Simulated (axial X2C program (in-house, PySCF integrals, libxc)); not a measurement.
**Relativistic diatomic calculation, with input and output: Mo₂**

Mo₂, single determinant with M_S = 6 and |Λ| = 0 (not the lowest found). Computed at this level: PBE0, spin-free X2C-1e, Mo dyall-cv3z (cores contracted) (axial X2C program (in-house, PySCF integrals, libxc)).

The program's output:
```
spin-free X2C-1e  PBE0
basis functions 308  fitting functions 1364  grid points 5806
iter        total energy     max residual
   1      -8096.178313463     1.24e-05
   2      -8096.178313464     1.32e-05
converged
one-electron -11799.27310612  Coulomb 3637.56396508  exact exchange -61.36203623  xc functional -187.83019757  nuclear repulsion 314.72306138
```

The points of the curve:

```tsv
R (Å)	E (hartree)	dipole (D; origin at the first atom, positive when the second is positive)	highest filled (eV)	lowest empty (eV)
2.580	−8096.142603	0.00	−3.81	−2.70
2.699	−8096.158804	0.00	−3.88	−2.67
2.788	−8096.167371	0.00	−3.93	−2.63
2.877	−8096.173700	0.00	−3.97	−2.58
2.966	−8096.178313	0.00	−4.02	−2.52
3.070	−8096.182097	0.00	−4.07	−2.44
3.174	−8096.184618	0.00	−4.13	−2.36
3.307	−8096.186605	0.00	−4.20	−2.24
3.470	−8096.187805	0.00	−4.29	−2.09
```

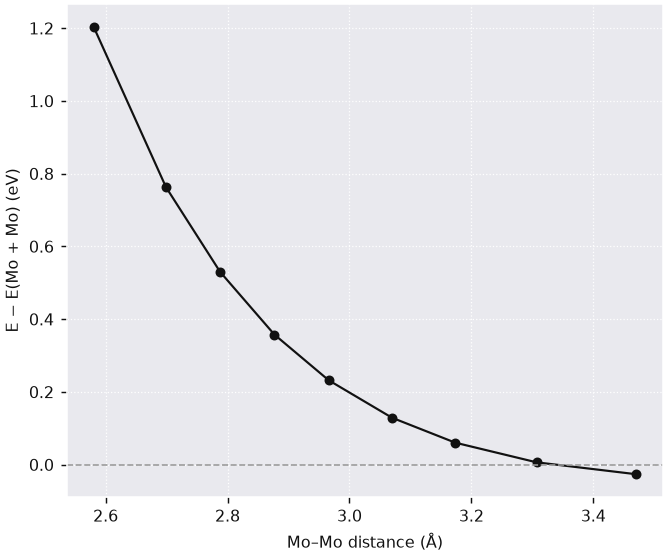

Figure 1. Energy at 9 bond lengths, for one set of occupations held fixed; the line joins the points. The lowest point is at 3.47 Å, the end of the range, so no minimum is bracketed. The lowest point lies 0.03 eV below Mo + Mo.

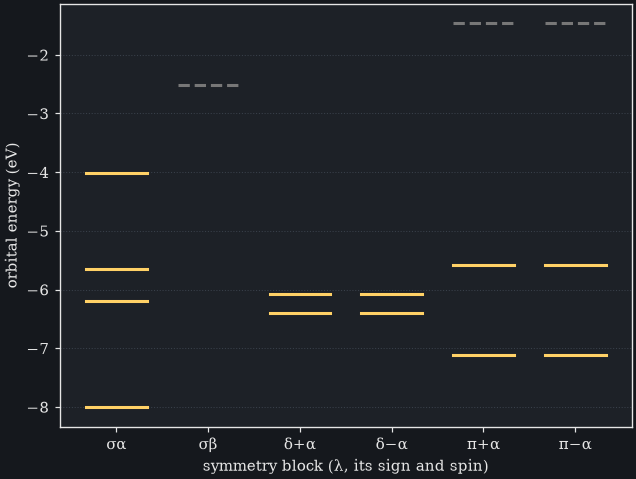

Figure 2. Orbital energies near the frontier at 2.97 Å, filled (solid) and empty (dashed); a label such as π−α means λ = −1 and α spin. The highest filled orbital (σα; 24 % Mo p, 24 % Mo p) lies at −4.02 eV, the lowest empty one (σβ; 34 % Mo s, 34 % Mo s) at −2.52 eV.

Input:
```
{"zs": [42, 42], "q": 0, "bas": ["dyall-cv3z", "dyall-cv3z"], "levels": ["PBE0", "HF", "B97-3", "PW91", "BHandHLYP"], "cc": true, "r0": 2.76, "thr": -2.0, "nmax": 140}
```

The line is the task of a batch: nuclear charges, charge, bases, the levels to run, a first guess of the distance and further settings. This report covers PBE0 without spin-orbit coupling. The log is that of the reference distance 2.966 Å, started from orbitals converged before.

The run was one of a batch that the task file lists, launched with:
```bash
python <driver script> task.json out
```

Summary:

- outcome: converged
- largest ⟨S²⟩ along the curve: 42.00
- hardware: 2 threads of Intel Xeon (Emerald Rapids), 64 GiB of memory available, shared host
- wall time: 7 s (CPU time 14 s)
